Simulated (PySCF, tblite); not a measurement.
**C₅H₁₂BP: geometry, infrared bands and NMR shifts**

What infrared bands and NMR shifts should C₅H₁₂BP (`CB(C)P1C[C@H]1C`) show?

Computed with tblite 0.8.0 and PySCF 2.14.0, with density-fitted response routines of our own, on a single molecule in the gas phase. Atoms are numbered from 0 throughout.

**1. The molecule as given**

19 atoms, charge 0, multiplicity 1; geometry from: force field or distance geometry start.

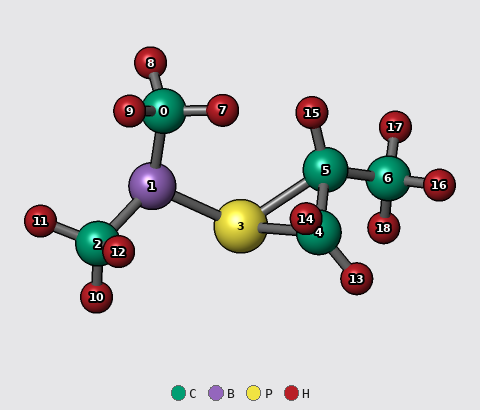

As it starts; carbon teal, boron purple, phosphorus yellow, hydrogen red, atoms numbered; sticks join atoms by distance.

**2. Geometry optimisation with GFN2-xTB**

Job settings and geometry (Å):

```
{"job": {"kind": "relax", "xc": "GFN2-xTB", "basis": "xTB"}, "charge": 0, "multiplicity": 1}
C     -1.728800     1.267600    -0.176500
B     -1.478100    -0.142700    -0.869800
C     -2.596700    -1.243900    -0.588500
P      0.366500    -0.754200    -0.849700
C      1.106100    -0.675800     0.879500
C      1.576000     0.420000    -0.053100
C      3.033600     0.327000    -0.419900
H     -0.915800     1.396600     0.589200
H     -1.723800     2.088400    -0.917400
H     -2.689200     1.252600     0.393900
H     -2.327000    -2.237100    -0.998200
H     -3.580300    -0.931600    -1.031100
H     -2.708900    -1.303300     0.526300
H      1.861300    -1.458400     1.075800
H      0.419000    -0.402200     1.719200
H      1.139500     1.446300     0.057400
H      3.602300     0.321000     0.548400
H      3.343400     1.239500    -0.967700
H      3.291200    -0.600500    -0.950000
```

Command:

```bash
$ OMP_NUM_THREADS=1 python probes_run.py task.json out
```

One launch serves the whole session: the jobs run in the order shown.

What it wrote:

```text
step      E/eV     max force
  0    -557.56139    2.479
  1    -557.83372    1.920
  2    -558.09226    1.092
  3    -558.15786    0.825
  4    -558.20975    0.549
  5    -558.23313    0.465
  6    -558.26155    0.439
  7    -558.29013    0.647
  8    -558.32959    0.615
  9    -558.36224    0.346
 10    -558.38405    0.294
 11    -558.39636    0.282
 12    -558.40673    0.271
 13    -558.41515    0.218
 14    -558.42025    0.189
 15    -558.42343    0.148
 16    -558.42593    0.140
 17    -558.42790    0.095
 18    -558.42943    0.093
 19    -558.43055    0.097
 20    -558.43141    0.076
 21    -558.43223    0.062
 22    -558.43324    0.073
 23    -558.43472    0.134
 24    -558.43689    0.175
 25    -558.43957    0.173
 26    -558.44233    0.123
 27    -558.44502    0.117
 28    -558.44748    0.128
 29    -558.44970    0.127
 30    -558.45171    0.105
 31    -558.45327    0.092
 32    -558.45456    0.086
 33    -558.45584    0.106
 34    -558.45706    0.094
 35    -558.45810    0.089
 36    -558.45895    0.066
 37    -558.45968    0.064
 38    -558.46036    0.059
 39    -558.46102    0.073
 40    -558.46168    0.066
 41    -558.46243    0.067
 42    -558.46345    0.072
 43    -558.46458    0.084
 44    -558.46557    0.086
 45    -558.46664    0.086
 46    -558.46752    0.084
 47    -558.46818    0.069
 48    -558.46861    0.058
 49    -558.46895    0.046
 50    -558.46925    0.048
 51    -558.46950    0.052
 52    -558.46971    0.052
 53    -558.46989    0.045
 54    -558.47008    0.031
 55    -558.47021    0.025
 56    -558.47034    0.029
 57    -558.47047    0.028
 58    -558.47066    0.043
 59    -558.47094    0.055
 60    -558.47128    0.052
 61    -558.47161    0.037
 62    -558.47190    0.040
 63    -558.47223    0.046
 64    -558.47263    0.055
 65    -558.47304    0.054
 66    -558.47338    0.049
 67    -558.47366    0.044
 68    -558.47398    0.051
 69    -558.47442    0.063
 70    -558.47491    0.063
 71    -558.47534    0.048
 72    -558.47574    0.075
 73    -558.47624    0.070
 74    -558.47709    0.094
 75    -558.47903    0.116
 76    -558.48083    0.106
 77    -558.48224    0.075
 78    -558.48341    0.065
 79    -558.48417    0.097
 80    -558.48433    0.068
 81    -558.48491    0.036
 82    -558.48509    0.029
 83    -558.48538    0.035
 84    -558.48564    0.053
 85    -558.48618    0.069
 86    -558.48679    0.062
 87    -558.48751    0.065
 88    -558.48829    0.066
 89    -558.48926    0.089
 90    -558.49055    0.093
 91    -558.49212    0.070
 92    -558.49364    0.078
 93    -558.49491    0.085
 94    -558.49550    0.111
 95    -558.49644    0.088
 96    -558.49718    0.090
 97    -558.49789    0.044
 98    -558.49828    0.040
 99    -558.49864    0.039
100    -558.49912    0.046
101    -558.49958    0.043
102    -558.49996    0.045
103    -558.50025    0.049
104    -558.50056    0.044
105    -558.50093    0.043
106    -558.50127    0.037
107    -558.50150    0.040
108    -558.50171    0.032
109    -558.50193    0.033
110    -558.50229    0.041
111    -558.50260    0.038
112    -558.50293    0.028
113    -558.50313    0.027
114    -558.50327    0.029
115    -558.50337    0.029
116    -558.50349    0.024
117    -558.50359    0.022
118    -558.50373    0.022
119    -558.50382    0.025
120    -558.50408    0.033
121    -558.50432    0.041
122    -558.50463    0.045
123    -558.50497    0.051
124    -558.50549    0.065
125    -558.50615    0.062
126    -558.50685    0.053
127    -558.50749    0.075
128    -558.50809    0.087
129    -558.50874    0.085
130    -558.50978    0.065
131    -558.51036    0.050
132    -558.51084    0.096
133    -558.51160    0.062
134    -558.51241    0.060
135    -558.51350    0.100
136    -558.51386    0.102
137    -558.51451    0.057
138    -558.51495    0.069
139    -558.51541    0.052
140    -558.51614    0.051
141    -558.51645    0.041
142    -558.51676    0.039
143    -558.51698    0.038
144    -558.51714    0.023
145    -558.51725    0.020
146    -558.51734    0.020
147    -558.51744    0.026
148    -558.51757    0.032
149    -558.51769    0.028
150    -558.51779    0.022
151    -558.51787    0.022
152    -558.51796    0.020
153    -558.51806    0.022
154    -558.51819    0.024
155    -558.51832    0.027
156    -558.51843    0.023
157    -558.51850    0.022
158    -558.51859    0.022
159    -558.51870    0.028
160    -558.51883    0.031
161    -558.51900    0.028
162    -558.51916    0.028
163    -558.51929    0.026
164    -558.51943    0.032
165    -558.51951    0.077
166    -558.51970    0.049
167    -558.51982    0.029
168    -558.51995    0.018
169    -558.51998    0.015
170    -558.52003    0.016
171    -558.52005    0.010
172    -558.52006    0.007
```

It took 0.94 s on 1 thread of AMD EPYC 9R14, shared host.

Along the way: (not every step is listed)

```csv
step,energy from step 0 (eV),largest force (eV/Å)
0,0.0000,2.4793
1,-0.2723,1.9203
2,-0.5309,1.0915
3,-0.5965,0.8246
4,-0.6484,0.5487
5,-0.6717,0.4648
6,-0.7002,0.4393
7,-0.7287,0.6473
8,-0.7682,0.6149
23,-0.8733,0.1340
38,-0.8990,0.0589
53,-0.9085,0.0450
68,-0.9126,0.0505
83,-0.9240,0.0354
98,-0.9369,0.0404
113,-0.9417,0.0269
128,-0.9467,0.0869
143,-0.9556,0.0379
158,-0.9572,0.0221
167,-0.9584,0.0289
168,-0.9586,0.0182
169,-0.9586,0.0153
170,-0.9586,0.0160
171,-0.9587,0.0102
172,-0.9587,0.0071
```

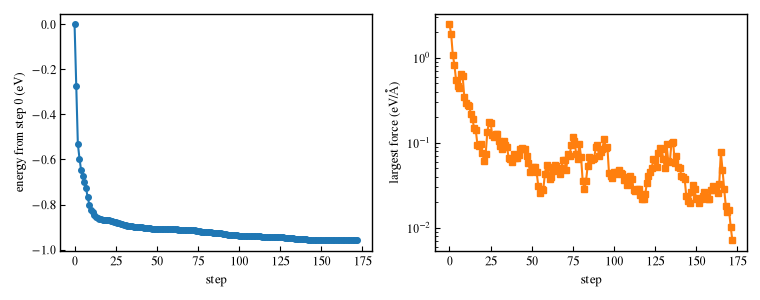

Energy and force, step by step.

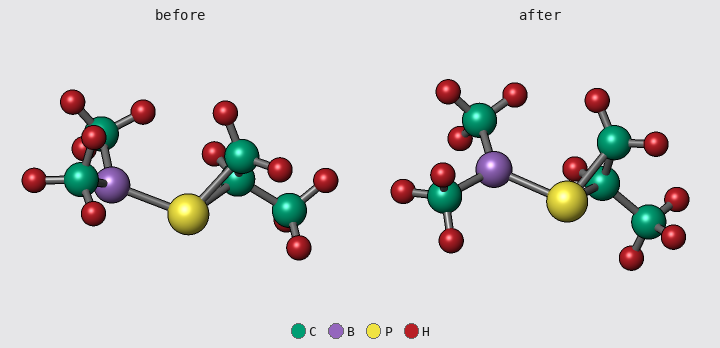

The geometry before (left) and after (right).

Distances of close pairs at the start and the end, largest changes first:

```csv
bond,before (Å),after (Å),change (Å)
C4–H14,1.119,1.081,-0.038
C0–H7,1.124,1.088,-0.036
C5–H15,1.121,1.085,-0.036
C2–H11,1.123,1.088,-0.034
C6–H16,1.123,1.091,-0.032
C2–H12,1.122,1.092,-0.030
C0–H9,1.117,1.089,-0.028
C4–C5,1.514,1.486,-0.027
```

The final coordinates are the input of the step that follows.

**3. Vibrational analysis with GFN2-xTB**

Job settings and geometry (Å):

```
{"job": {"kind": "ir", "xc": "GFN2-xTB", "basis": "xTB"}, "charge": 0, "multiplicity": 1}
C     -1.668095     1.109565     0.323577
B     -1.345246    -0.305945    -0.292565
C     -2.504195    -1.093223    -1.016059
P      0.361302    -1.185107    -0.274011
C      1.183295    -0.380224     1.198747
C      1.501011     0.301142    -0.083451
C      2.890253     0.181995    -0.655204
H     -0.952897     1.489585     1.050169
H     -1.714231     1.839596    -0.486488
H     -2.652095     1.121658     0.790529
H     -2.150628    -1.719744    -1.834014
H     -3.303788    -0.457559    -1.391979
H     -2.961731    -1.773716    -0.294874
H      1.969047    -0.978552     1.642004
H      0.564599     0.124276     1.928164
H      1.046944     1.273122    -0.245535
H      3.562931     0.878362    -0.152436
H      2.891887     0.411775    -1.719078
H      3.271832    -0.827757    -0.519821
```

What it wrote:

```text
mode    cm-1     km/mol
  1      35.1      0.66
  2      55.2      1.07
  3      94.5      1.45
  4     134.6      0.30
  5     168.5      0.31
  6     191.8      0.13
  7     252.1      0.28
  8     270.0      0.28
  9     314.5      0.76
 10     331.4      2.39
 11     407.3      0.21
 12     516.2      8.64
 13     613.7     16.36
 14     652.8      3.93
 15     713.1      4.26
 16     817.8     51.20
 17     833.9     11.36
 18     844.2     73.37
 19     859.9      9.18
 20     878.5      4.18
 21     952.0     11.02
 22     973.8      2.13
 23     985.8     28.60
 24    1057.4    179.50
 25    1070.9     46.21
 26    1128.0     98.01
 27    1155.1      3.97
 28    1185.2     22.83
 29    1326.5      4.72
 30    1383.8     39.77
 31    1389.7     16.32
 32    1407.5      3.40
 33    1425.9      2.30
 34    1478.3      1.90
 35    1485.3      1.53
 36    1486.4      1.64
 37    1490.6      2.35
 38    1492.1      2.19
 39    1498.1      1.25
 40    2979.9     11.03
 41    2986.1     27.89
 42    2987.0     47.44
 43    3010.6      8.41
 44    3011.4     12.52
 45    3015.6     48.92
 46    3023.2     33.41
 47    3024.2     29.50
 48    3026.9     20.79
 49    3032.6     15.88
 50    3044.6      9.80
 51    3056.1     21.27
```

Run time: 0.53 s. Hardware: 1 thread of AMD EPYC 9R14, shared host.

Which atoms move in the most intense modes:

```csv
cm⁻¹,km/mol,atoms
818,51.2,"H13 22 %, H14 20 %"
844,73.4,"B1 18 %, H8 14 %, H14 12 %, H12 10 %"
1057,179.5,"B1 26 %, H16 12 %"
1071,46.2,"B1 20 %, H16 19 %, C5 11 %, H17 11 %"
1128,98.0,B1 64 %
1384,39.8,"H8 17 %, H9 15 %, H12 14 %, H10 12 %"
2987,47.4,H16 91 %
3016,48.9,"H10 65 %, H9 13 %"
```

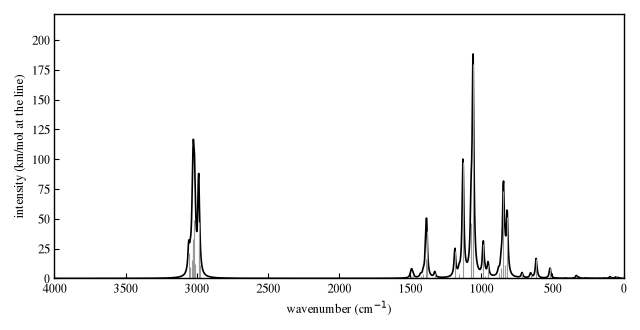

The infrared spectrum from these modes, unscaled. Lines are broadened to a width of 14 cm⁻¹ (Lorentzian).

**4. NMR shieldings: PBE0/pcSseg-1**

Same as in step 3 but for these lines:

```diff
@@ -1,2 +1,2 @@
-{"job": {"kind": "ir", "xc": "GFN2-xTB", "basis": "xTB"}, "charge": 0, "multiplicity": 1}
+{"job": {"kind": "nmr", "xc": "PBE0", "basis": "pcSseg-1"}, "charge": 0, "multiplicity": 1}
 C     -1.668095     1.109565     0.323577
```

With the program's defaults for keys left out, this is: GIAO PBE0/pcSseg-1 NMR shielding, non-relativistic, gas phase.

What it wrote:

```text
coarse grid: 15584 points
cycle   1  E = -563.3893118672  dE =  5.888e-01  |g| = 4.866e-01  |ddm| = 3.807e+00
cycle   2  E = -563.3821617870  dE =  7.150e-03  |g| = 5.206e-01  |ddm| = 8.795e-01
cycle   3  E = -563.4529276661  dE = -7.077e-02  |g| = 4.777e-02  |ddm| = 4.804e-01
cycle   4  E = -563.4533058297  dE = -3.782e-04  |g| = 3.451e-02  |ddm| = 1.263e-01
cycle   5  E = -563.4536380822  dE = -3.323e-04  |g| = 6.073e-03  |ddm| = 4.382e-02
cycle   6  E = -563.4536484764  dE = -1.039e-05  |g| = 2.077e-03  |ddm| = 1.188e-02
cycle   7  E = -563.4536495614  dE = -1.085e-06  |g| = 2.816e-04  |ddm| = 3.047e-03
final grid: 143640 points
cycle   8  E = -563.4946750507  dE = -6.464e-05  |g| = 1.057e-02  |ddm| = 3.970e-02
cycle   9  E = -563.4946547263  dE =  2.032e-05  |g| = 1.365e-02  |ddm| = 2.199e-02
cycle  10  E = -563.4947030621  dE = -4.834e-05  |g| = 1.941e-03  |ddm| = 1.521e-02
cycle  11  E = -563.4947041943  dE = -1.132e-06  |g| = 2.608e-04  |ddm| = 2.766e-03
cycle  12  E = -563.4947042107  dE = -1.645e-08  |g| = 9.078e-05  |ddm| = 4.561e-04
cycle  13  E = -563.4947042131  dE = -2.383e-09  |g| = 2.474e-05  |ddm| = 1.996e-04
cycle  14  E = -563.4947042133  dE = -1.635e-10  |g| = 3.452e-06  |ddm| = 3.712e-05
converged SCF energy = -563.4947042133

GIAO shielding tensors (ppm)
atom      isotropic    diamagn.    paramagn.     s11        s22        s33       span
  0 C      174.591     254.443     -79.852    150.780    182.740    190.253     39.473
  1 B       -1.774     191.291    -193.065    -77.841    -45.841    118.359    196.201
  2 C      165.127     252.492     -87.365    136.891    173.144    185.346     48.454
  3 P      592.808     969.286    -376.479    300.881    514.373    963.169    662.288
  4 C      161.944     256.820     -94.877    145.183    161.185    179.463     34.280
  5 C      158.521     256.965     -98.444    127.284    166.504    181.775     54.490
  6 C      163.380     243.782     -80.402    148.077    153.989    188.075     39.998
  7 H       30.939      34.120      -3.182     25.538     32.779     34.499      8.961
  8 H       31.421      31.518      -0.097     26.765     30.056     37.442     10.677
  9 H       30.819      30.673       0.147     26.458     29.139     36.861     10.404
 10 H       29.968      31.036      -1.068     25.927     30.469     33.510      7.583
 11 H       30.468      29.912       0.556     26.485     29.482     35.437      8.952
 12 H       30.961      29.459       1.501     27.250     29.189     36.444      9.194
 13 H       30.523      32.604      -2.082     25.198     26.468     39.901     14.703
 14 H       29.963      33.704      -3.740     24.067     27.305     38.518     14.452
 15 H       29.765      35.319      -5.554     22.321     29.479     37.495     15.174
 16 H       29.802      27.632       2.171     24.407     26.965     38.034     13.627
 17 H       29.794      28.715       1.079     24.660     27.342     37.380     12.720
 18 H       31.085      29.435       1.650     26.136     29.106     38.012     11.876
```

Run time: 25 s. Hardware: 1 thread of AMD EPYC 9R14, shared host; peak memory 0.84 GiB.

The references, computed at this level on geometries of the same kind, shield at (ppm): ¹H TMS 31.72, ¹³C TMS 186.9, ³¹P H3PO4 318.4, ¹¹B BF3·OEt2 100.1. Their shielding less the atom's gives the shift. The references are single molecules in the gas phase, so shifts against H2O, NH3, PH3, H3PO4 or CFCl3 are not on the usual liquid scales and can be off by tens of ppm. Atoms listed in one row are averaged.

```csv
atoms,environment,σ (ppm),δ (ppm),δ scaled to CDCl3
C5,three-membered-ring carbon,158.5,28.4,25.8
C4,three-membered-ring carbon,161.9,25.0,22.5
C6,methyl carbon,163.4,23.5,21.1
"C0, C2",methyl carbon bonded to B,169.9,17.1,14.7
H15,hydrogen on a three-membered-ring carbon,29.76,1.95,1.95
H14,hydrogen on a three-membered-ring carbon,29.96,1.75,1.76
"H16, H17, H18",hydrogen on a methyl carbon,30.23,1.49,1.51
H13,hydrogen on a three-membered-ring carbon,30.52,1.19,1.23
"H7, H8, H9, H10, H11, H12",hydrogen on a methyl carbon bonded to B,30.76,0.95,1.00
B1,"boron bonded to 2 C, P",-1.8,101.8,–
P3,"phosphorus bonded to 2 C, B, in a 3-membered ring",592.8,-274.4,–
```

The scaled column applies a straight-line fit of computed shieldings to shifts measured in CDCl3 (root-mean-square error 0.16 ppm for H, 1.9 ppm for C).

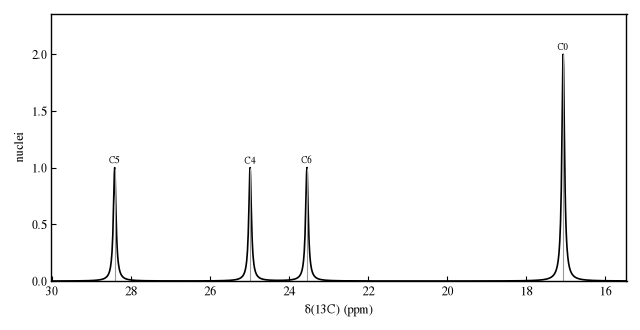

¹³C lines at the computed shifts, without couplings. Lines are broadened to a width of 0.08 ppm (Lorentzian).

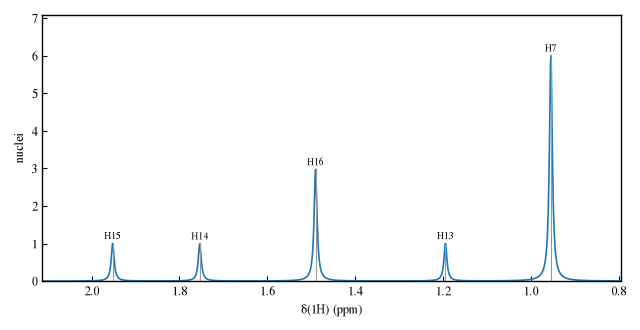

¹H lines at the computed shifts, without couplings. Lines are broadened to a width of 0.01 ppm (Lorentzian).

Charges from the same density, by scheme (e):

```csv
atoms,Mulliken,IAO,Hirshfeld,ESP fit
"C0, C2",-0.51,-0.57,-0.20,-0.79
B1,0.28,0.14,0.15,0.85
P3,0.06,0.20,0.01,-0.41
C4,-0.30,-0.40,-0.11,-0.33
C5,-0.46,-0.21,-0.05,0.12
C6,-0.16,-0.41,-0.12,-0.57
```

ESP fit charges:

C0 -0.79; B1 0.85; C2 -0.79; P3 -0.41; C4 -0.33; C5 0.12; C6 -0.57; H7 0.17; H8 0.17; H9 0.17; H10 0.18; H11 0.16; H12 0.18; H13 0.19; H14 0.11; H15 0.09; H16 0.15; H17 0.16; H18 0.19

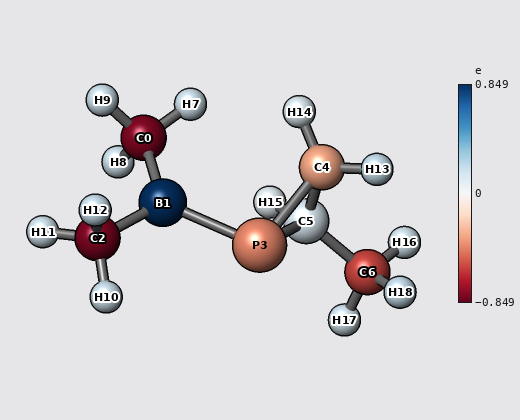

ESP fit charges, as colours on the atoms.

Mayer bond orders: C0–B1 1.04, B1–C2 1.07, B1–P3 1.00, P3–C4 0.88, C4–C5 0.96, C5–C6 1.04, C5–P3 0.87.

Ring of atoms P3, C4, C5: NICS(0) -41.4, NICS(1) -9.1, NICS(1)zz -25.5 ppm (means of both faces).

In rings of three or four atoms NICS is ruled by the nearby σ bonds, so it says little on aromaticity.

The fields below are evaluated on a grid from the run's orbitals.

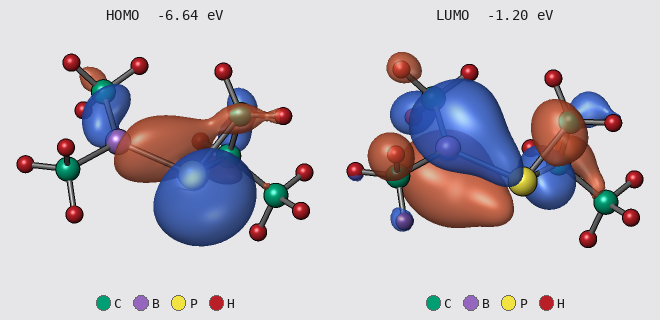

Frontier orbitals at PBE0/pcSseg-1; each surface holds 70 % of the orbital's density, blue and red mark the sign.

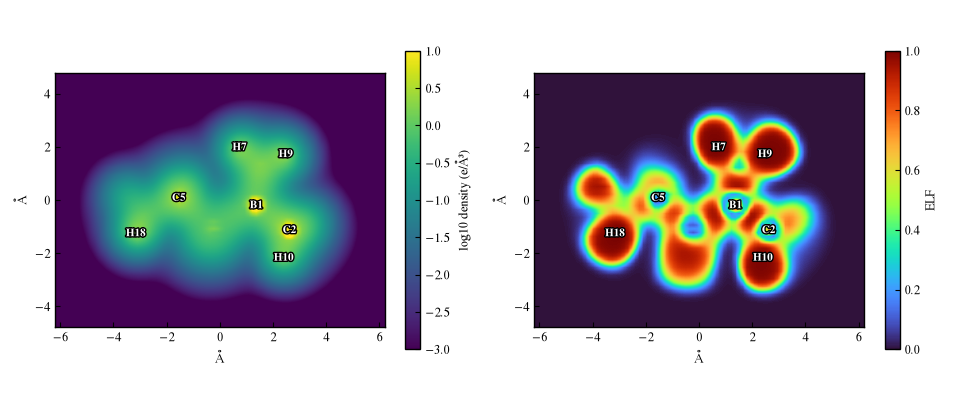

Density (left) and ELF (right) in a plane through or near 7 of the atoms.

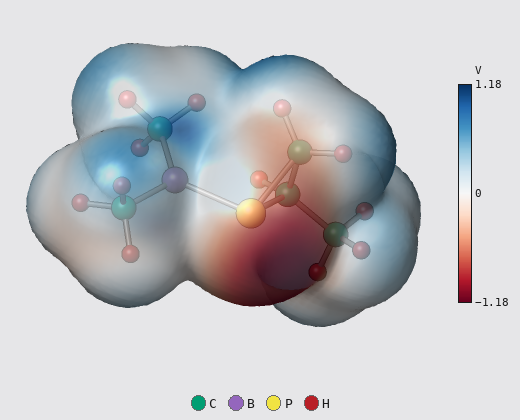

The potential that a unit positive charge feels on the 0.002 e/bohr³ surface, from the 1st to the 99th percentile, from -1.18 V near P3 to 0.78 V near B1.

**5. What came out**

| quantity | value |
| --- | --- |
| strongest single infrared mode (GFN2-xTB) | 1057 cm⁻¹, 180 km/mol |
| zero-point energy (GFN2-xTB) | 99.4 kcal/mol |
| ¹³C shifts against TMS (PBE0/pcSseg-1, means over atoms taken as alike) | 28.4, 25.0, 23.5, 17.1 ppm |
| ¹H shifts against TMS (PBE0/pcSseg-1, means over atoms taken as alike) | 1.95, 1.75, 1.49, 1.19, 0.95 ppm |
| ¹¹B shifts against BF3·OEt2 (PBE0/pcSseg-1) | 101.8 ppm |
| ³¹P shifts against H3PO4 (PBE0/pcSseg-1) | -274.4 ppm |
| surface potential, 1st and 99th percentile | -1.18 V and 0.78 V |

The optimisation took 172 steps and gained 0.959 eV; among the close pairs (by a distance rule), C4–H14 changed most, from 1.119 to 1.081 Å. No mode is imaginary among the 51: a minimum at this level. The strongest single mode, at 1057 cm⁻¹, is spread over many atoms; the largest shares are those of B1, H16. GFN2-xTB is a fitted tight-binding method: band positions and strengths are rough. Its intensities can rank the bands wrongly. At PBE0/pcSseg-1: Shielding is most anisotropic at P3 (span 662 ppm, paramagnetic term -376 ppm). At PBE0/pcSseg-1, counted by nearest atom on the grid, the HOMO lies on P3 62 %; B1 13 %, the LUMO on B1 48 %; P3 9 %.
